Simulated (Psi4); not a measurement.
**BCl2 (SMILES Cl[B]Cl): levels of theory compared**

We compute a comparison of 3 runs (UHF/STO-3G, UHF/6-311G**, U-r2SCAN/def2-TZVP) of BCl2. 

The calculation is run with Psi4 1.11.

4 further runs of the same task are left out: 2 that didn't finish, 2 set aside as unsound or not needed.

## (1) The structure to begin with

BCl2: 3 atoms, total charge 0, spin state doublet. SMILES: `Cl[B]Cl`. The shape is that of a PBE0-D4/def2-TZVP optimisation.

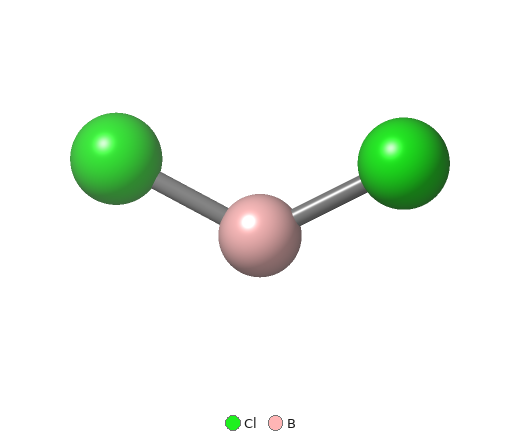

Viewed from a chosen angle; chlorine green, boron pink.

## (2) The energy at UHF/STO-3G (run 1)

bcl2.xyz reads:

```xyz
3
BCl2
Cl     0.371500    -1.525600     0.030000
B     -0.463900    -0.050300    -0.256900
Cl     0.081500     1.511100     0.213700
```

run.py reads:

```python
import numpy as np
from ase.calculators.psi4 import Psi4
from ase.io import read

mol = read('bcl2.xyz')
calc = Psi4(atoms=mol, method='hf', basis='STO-3G', memory='1600MB', num_threads=1, charge=0, multiplicity=2, label='psi4-calc', reference='uhf')
calc.psi4.set_options({'puream': True, 'e_convergence': 1e-09, 'd_convergence': 1e-08, 'scf_type': 'pk', 'maxiter': 200})
mol.calc = calc

print(f'energy: {mol.get_potential_energy():.6f} eV')
```

Command:

```console
$ python run.py
```

psi4-calc.dat:

```text
[...]
  Running in c1 symmetry.
[...]
  Nuclear repulsion =  102.359078461763886
[...]
  Multiplicity = 2
[...]
  Nalpha       = 20
  Nbeta        = 19
[...]
    Number of basis functions: 23
[...]
   @UHF iter   1:  -933.46843781434734   -8.70784e-01   1.11364e-02 ADIIS/DIIS
[...]
   @UHF iter  11:  -933.53131228149903   -5.68434e-13   3.46981e-09 DIIS
[...]
   @S^2 Observed:                7.536812389E-01
[...]
    Orbital Energies [Eh]
    ---------------------
    Alpha Occupied:
       1A   -103.744196     2A   -103.744175     3A    -10.424835
       4A    -10.424770     5A     -7.869000     6A     -7.868956
       7A     -7.863505     8A     -7.863463     9A     -7.863339
      10A     -7.863199    11A     -7.546625    12A     -1.098380
      13A     -1.047280    14A     -0.637347    15A     -0.534795
      16A     -0.522556    17A     -0.485600    18A     -0.426787
      19A     -0.425158    20A     -0.319848
    Alpha Virtual:
      21A      0.173834    22A      0.430907    23A      0.516825
[...]
  @UHF Final Energy:  -933.53131228149903
   => Energetics <=
    Nuclear Repulsion Energy =            102.3590784617638860
    One-Electron Energy =               -1495.1312608965604340
    Two-Electron Energy =                 459.2408701532976352
    Total Energy =                       -933.5313122814989129
  UHF NO Occupations:
  HONO-2 :   18  A 1.9996714
  HONO-1 :   19  A 1.9987370
[...]
 Multipole Moments:
 ------------------------------------------------------------------------------------
     Multipole            Electronic (a.u.)      Nuclear  (a.u.)        Total (a.u.)
 ------------------------------------------------------------------------------------
 L = 1.  Multiply by 2.5417464519 to convert [e a0] to [Debye]
 Dipole X            :         -0.7738024            0.3969405           -0.3768619
 Dipole Y            :         -0.0483312            0.0247513           -0.0235799
 Dipole Z            :         -0.4245132            0.2177596           -0.2067536
 Magnitude           :                                                    0.4304973
[...]
```

The script printed:

```text
energy: -25402.680904 eV
```

Wall time 2.2 s (1 thread of Intel Xeon Platinum 8488C (Sapphire Rapids), shared host); peak memory 0.19 GiB.

## (3) A single-point energy at UHF/6-311G(d,p) (run 2)

run.py reads:

```python
import psi4

psi4.set_memory('1600 MB')
psi4.set_num_threads(1)
psi4.set_output_file('psi4.out', False)

geom = psi4.geometry("""
0 2
Cl     0.371500    -1.525600     0.030000
B     -0.463900    -0.050300    -0.256900
Cl     0.081500     1.511100     0.213700
symmetry c1
no_reorient
no_com
""")

options = {'basis': '6-311G**', 'reference': 'uhf', 'puream': True, 'e_convergence': 1e-09, 'd_convergence': 1e-08, 'scf_type': 'pk', 'maxiter': 200}
psi4.set_options(options)

e = psi4.energy('scf')
print(f'scf energy: {e:.10f} Eh')
```

Command:

```console
$ python run.py
```

psi4.out:

```text
[...]
  Running in c1 symmetry.
[...]
  Nuclear repulsion =  102.359078461763886
[...]
  Multiplicity = 2
[...]
  Nalpha       = 20
  Nbeta        = 19
[...]
    Number of basis functions: 70
[...]
   @UHF iter   1:  -943.69343716461742   -2.56972e-01   2.94251e-03 DIIS/ADIIS
[...]
   @UHF iter  12:  -943.72137856505628   -1.38698e-11   9.01741e-09 DIIS
[...]
   @S^2 Observed:                7.546439691E-01
[...]
    Orbital Energies [Eh]
    ---------------------
    Alpha Occupied:
       1A   -104.864851     2A   -104.864844     3A    -10.593185
       4A    -10.593166     5A     -8.062065     6A     -8.062056
       7A     -8.058686     8A     -8.058677     9A     -8.058285
      10A     -8.058276    11A     -7.746808    12A     -1.170839
      13A     -1.130004    14A     -0.704655    15A     -0.603576
      16A     -0.567271    17A     -0.537431    18A     -0.484853
      19A     -0.481768    20A     -0.368042
    Alpha Virtual:
      21A      0.057867    22A      0.194043    23A      0.217563
      24A      0.345444    25A      0.355164    26A      0.366240
[...]
  @UHF Final Energy:  -943.72137856505628
   => Energetics <=
    Nuclear Repulsion Energy =            102.3590784617638860
    One-Electron Energy =               -1506.5469788260284076
    Two-Electron Energy =                 460.4665217992082944
    Total Energy =                       -943.7213785650562841
  UHF NO Occupations:
  HONO-2 :   18  A 1.9992622
  HONO-1 :   19  A 1.9988409
[...]
 Multipole Moments:
 ------------------------------------------------------------------------------------
     Multipole            Electronic (a.u.)      Nuclear  (a.u.)        Total (a.u.)
 ------------------------------------------------------------------------------------
 L = 1.  Multiply by 2.5417464519 to convert [e a0] to [Debye]
 Dipole X            :        -10.2397663           10.1695611           -0.0702051
 Dipole Y            :          0.9365876           -0.9410836           -0.0044960
 Dipole Z            :         -5.4401206            5.4015932           -0.0385275
 Magnitude           :                                                    0.0802081
[...]
```

On the terminal:

```text
scf energy: -943.7213785651 Eh
```

It took 3.6 s on 1 thread of Intel Xeon Platinum 8488C (Sapphire Rapids), shared host; peak memory 0.23 GiB.

## (4) A single-point energy at U-r2SCAN/def2-TZVP (run 3)

bcl2.xyz is that of step 2.

run.py reads:

```python
import psi4

psi4.set_memory('1600 MB')
psi4.set_num_threads(1)
psi4.core.set_output_file('psi4.out', False)

with open('bcl2.xyz') as f:
    atoms = ''.join(f.readlines()[2:])
geom = psi4.geometry('0 2\n' + atoms + 'symmetry c1\nno_reorient\nno_com')

psi4.set_options({
    'reference': 'uks',
    'puream': True,
    'e_convergence': 1e-09,
    'd_convergence': 1e-08,
    'scf_type': 'pk',
    'dft_radial_points': 99,
    'dft_spherical_points': 590,
    'maxiter': 200,
})

E, wfn = psi4.energy('r2scan/def2-TZVP', return_wfn=True)
psi4.oeprop(wfn, 'QUADRUPOLE', 'WIBERG_LOWDIN_INDICES', 'MULLIKEN_CHARGES', title='R2SCAN')
print(f'total energy {E:.8f} hartree = {E * 27.211386:.5f} eV')
for k, v in sorted(psi4.core.scalar_variables().items()):
    print(f'{k:45s} {v:18.10f}')
```

Command:

```console
$ python run.py
```

psi4.out:

```text
[...]
  Running in c1 symmetry.
[...]
  Nuclear repulsion =  102.359078461763886
[...]
  Multiplicity = 2
[...]
  Nalpha       = 20
  Nbeta        = 19
[...]
    Number of basis functions: 105
[...]
   @UKS iter   1:  -945.11731034703848   -2.38893e-02   4.50808e-03 ADIIS/DIIS
[...]
   @UKS iter  12:  -945.21437430783624   -1.72804e-11   7.83315e-09 DIIS
[...]
   @S^2 Observed:                7.545571314E-01
[...]
  @UKS Final Energy:  -945.21437430783624
   => Energetics <=
    Nuclear Repulsion Energy =            102.3590784617638860
    One-Electron Energy =               -1507.1339868263983135
    Two-Electron Energy =                 520.0659518732406923
    DFT Exchange-Correlation Energy =     -60.5054178164424599
    Empirical Dispersion Energy =           0.0000000000000000
    VV10 Nonlocal Energy =                  0.0000000000000000
    Total Energy =                       -945.2143743078362377
[...]
 Multipole Moments:
 ------------------------------------------------------------------------------------
     Multipole            Electronic (a.u.)      Nuclear  (a.u.)        Total (a.u.)
 ------------------------------------------------------------------------------------
 L = 1.  Multiply by 2.5417464519 to convert [e a0] to [Debye]
 Dipole X            :        -10.0641853           10.1695611            0.1053758
 Dipole Y            :          0.9475444           -0.9410836            0.0064608
 Dipole Z            :         -5.3437968            5.4015932            0.0577963
 Magnitude           :                                                    0.1203587
 L = 2.  Multiply by 1.3450342976 to convert [e a0^2] to [Debye ang]
 Quadrupole XX       :        -35.8568822           12.6242232          -23.2326590
 Quadrupole XY       :         26.4545457          -26.5138240           -0.0592783
[...]
  Mulliken Charges: (a.u.)
   Center  Symbol    Alpha    Beta     Spin     Total
       1    CL     8.56748  8.50163  0.06585 -0.06911
       2     B     2.86502  1.99672  0.86830  0.13827
       3    CL     8.56750  8.50165  0.06585 -0.06915
   Total alpha = 20.00000, Total beta = 19.00000, Total charge =  0.00000
  Wiberg Bond Indices using Orthogonal Lowdin Orbitals:
  Total Bond Index:
  Irrep: 1 Size: 3 x 3
[...]
```

Standard output:

```text
total energy -945.21437431 hartree = -25720.59319 eV
CURRENT ENERGY                                   -945.2143743078
CURRENT REFERENCE ENERGY                         -945.2143743078
DD SOLVATION ENERGY                                 0.0000000000
DFT FUNCTIONAL TOTAL ENERGY                      -945.2143743078
DFT TOTAL ENERGY                                 -945.2143743078
DFT VV10 ENERGY                                     0.0000000000
DFT XC ENERGY                                     -60.5054178164
GRID ELECTRONS ALPHA                               19.9999999501
GRID ELECTRONS BETA                                18.9999999577
GRID ELECTRONS TOTAL                               38.9999999078
NUCLEAR REPULSION ENERGY                          102.3590784618
ONE-ELECTRON ENERGY                             -1507.1339868264
PCM POLARIZATION ENERGY                             0.0000000000
PE ENERGY                                           0.0000000000
SCF ITERATION ENERGY                             -945.2143743078
SCF ITERATIONS                                     12.0000000000
SCF TOTAL ENERGY                                 -945.2143743078
TWO-ELECTRON ENERGY                               520.0659518732
XC GRID RADIAL POINTS                              99.0000000000
XC GRID SPHERICAL POINTS                          590.0000000000
XC GRID TOTAL POINTS                           166080.0000000000
```

Wall time 32 s (1 thread of Intel Xeon Platinum 8488C (Sapphire Rapids), shared host); peak memory 0.65 GiB.

## (5) Overview of the runs

```
run               level         integration grid  energy (Eh)  dipole moment (D)  HOMO energy (eV)  LUMO energy (eV)  wall time
  1          UHF/STO-3G                        –  -933.531312               1.09             -8.70              4.73      2.2 s
  2        UHF/6-311G**                        –  -943.721379               0.20            -10.01              1.57      3.6 s
  3  U-r2SCAN/def2-TZVP  99 radial × 590 angular  -945.214374               0.31             -5.53             -2.75       32 s
```

## (6) Summary of results

| quantity | value |
| --- | --- |
| run 3: total energy | -945.21437 Eh |
| run 3: dipole moment | 0.31 D |
| run 3: HOMO energy (highest over α and β) | -5.53 eV |
| run 3: LUMO energy (lowest over α and β) | -2.75 eV |
| run 3: ⟨S²⟩ | 0.755 |

What this shows: The dipole moment (its size) runs from 0.20 D (UHF/6-311G**) to 1.09 D (UHF/STO-3G). In run 1 the basis is minimal, so the values are rough. All runs together took 38 s, the longest 32 s.
